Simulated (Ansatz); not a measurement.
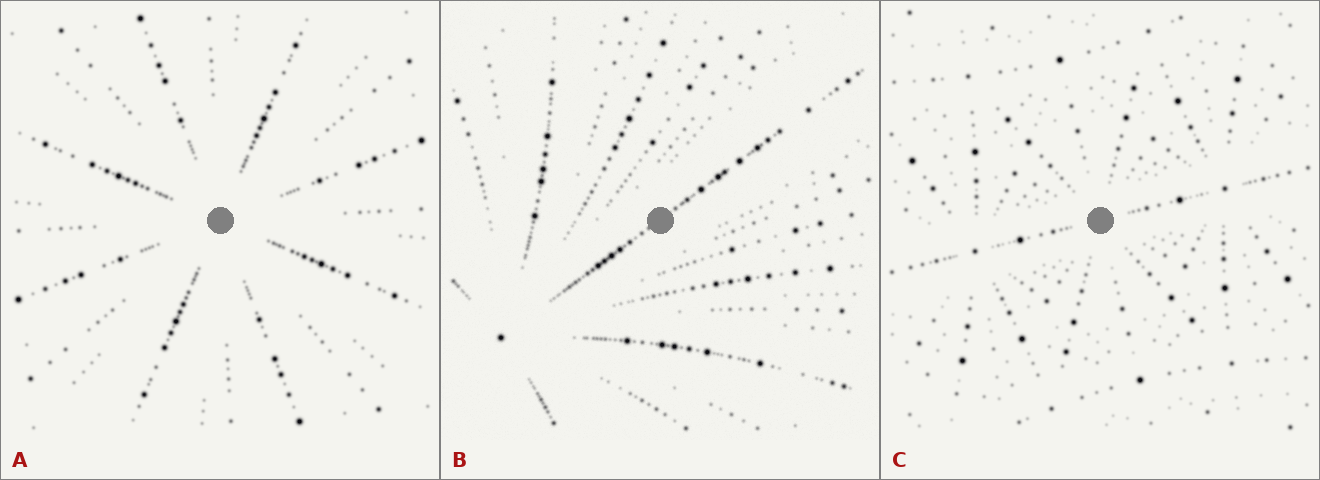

Simulated back-reflection Laue patterns (white X-rays, 0.45 to 2.2 Å, flat plate covering ±45° about the beam, kinematic intensities, seen from the source). Crystal: YbMnAs2, space group P4/nmm (No. 129), a = 4.04 Å, c = 10.55 Å. Structure: coordinates from a relaxation with DFT, PAW plane waves, pbe+U in Ansatz; the starting structure was generated, so it need not be a known form of this composition.

**The directions [001], [101], [110] point towards the source, in some order. Which is which?**

A: [001], symmetry 4mm (a fourfold axis with mirror lines). B: [101], symmetry m (one mirror line). C: [110], symmetry 2mm (a twofold axis with two mirror lines). The Laue class is 4/mmm.
